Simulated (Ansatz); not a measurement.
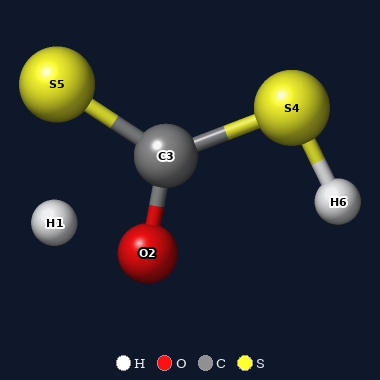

The system is the reacting system CH₂OS₂ (one molecule; an intramolecular 1,3-shift); the picture shows the reference structure. Coordinates scanned: (1) distance H1–S5 (bond that forms); (2) distance H1–O2 (bond that breaks). Relaxed at each point: all other coordinates. Grid: 13 × 13 points. Points are written as (first, second). All energies are given in kJ/mol relative to a guessed transition structure relaxed with its forming and breaking bonds held. The reference is spin-restricted, so regions where a bond is pulled apart into radicals lie too high. Method: RKS B3LYP-D4/def2-SVP (Ansatz 0.2.0).

Its coordinates:

```xyz
6

H     1.1553   -0.4898   -1.1628
O     0.1348   -0.9672   -0.5673
C     0.1290    0.1938   -0.0121
S    -1.0785    0.6336    1.1690
S     1.3853    1.1855   -0.5536
H    -1.7259   -0.5559    1.1267
```

Range: distance H1–S5 (bond that forms) from 1.224 to 2.724 Å; distance H1–O2 (bond that breaks) from 0.873 to 2.373 Å.

What will the energy surface look like?

The lowest grid point is at (1.384 Å, 2.373 Å), −126 kJ/mol from a guessed transition structure relaxed with its forming and breaking bonds held. It lies at the edge of the scanned range, so the true minimum may lie outside. There is a further well near (2.569 Å, 0.940 Å) (23 kJ/mol above the lowest at that grid point). The highest grid point, (1.224 Å, 0.873 Å), lies 723 kJ/mol above the lowest. On the interpolated surface the lowest path from the side where the first distance is long, about (2.58 Å, 0.98 Å), to the side where the second distance is long, about (1.35 Å, 2.37 Å), has its top at about (1.68 Å, 1.33 Å), about 111 kJ/mol above the start and 133 kJ/mol above the end.

| second ↓, first → | 1.224 | 1.291 | 1.384 | 1.489 | 1.604 | 1.726 | 1.855 | 1.989 | 2.128 | 2.271 | 2.418 | 2.569 | 2.724 |
| --- | --- | --- | --- | --- | --- | --- | --- | --- | --- | --- | --- | --- | --- |
| 2.373 | −101 | −122 | −126 | −108 | −74 | −29 | 20 | 71 | 120 | 165 | 206 | 241 | 272 |
| 2.218 | −93 | −114 | −118 | −100 | −66 | −23 | 26 | 75 | 122 | 166 | 204 | 237 | 265 |
| 2.067 | −79 | −101 | −105 | −89 | −56 | −14 | 32 | 79 | 124 | 164 | 198 | 228 | 253 |
| 1.920 | −59 | −82 | −88 | −74 | −44 | −5 | 38 | 81 | 121 | 156 | 187 | 212 | 233 |
| 1.777 | −32 | −57 | −67 | −56 | −31 | 4 | 41 | 78 | 112 | 142 | 167 | 188 | 205 |
| 1.638 | 4 | −25 | −40 | −36 | −17 | 10 | 40 | 69 | 95 | 118 | 137 | 152 | 165 |
| 1.504 | 49 | 14 | −9 | −14 | −5 | 12 | 31 | 51 | 68 | 83 | 95 | 105 | 114 |
| 1.375 | 106 | 62 | 27 | 9 | 5 | 8 | 15 | 23 | 31 | 37 | 43 | 48 | 54 |
| 1.253 | 175 | 119 | 68 | 33 | 12 | 1 | −5 | −9 | −11 | −13 | −13 | −11 | −7 |
| 1.138 | 259 | 187 | 116 | 62 | 23 | −5 | −25 | −40 | −51 | −59 | −63 | −64 | −61 |
| 1.033 | 360 | 270 | 177 | 102 | 44 | 1 | −33 | −57 | −76 | −89 | −96 | −99 | −96 |
| 0.940 | 480 | 373 | 258 | 163 | 88 | 30 | −14 | −47 | −72 | −88 | −99 | −102 | −100 |
| 0.873 | 597 | 476 | 345 | 235 | 147 | 80 | 28 | −11 | −39 | −58 | −70 | −75 | −72 |

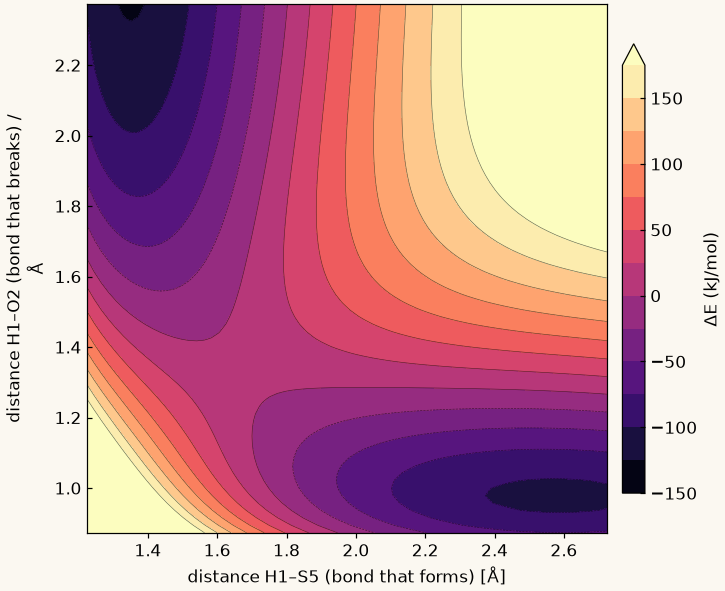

The picture shows filled contours, one colour for all values above the top of the scale. Between grid points the surface is interpolated.

Each point was launched as `ansatz run input.yaml --threads 1 --pin off --max-ram 2560MiB --backend cpu --events-out ev --progress --plain --runs-dir out`. The whole map (169 points run) took 15 min on 1 thread of Intel(R) Xeon(R) 6975P-C (Granite Rapids) (shared host).
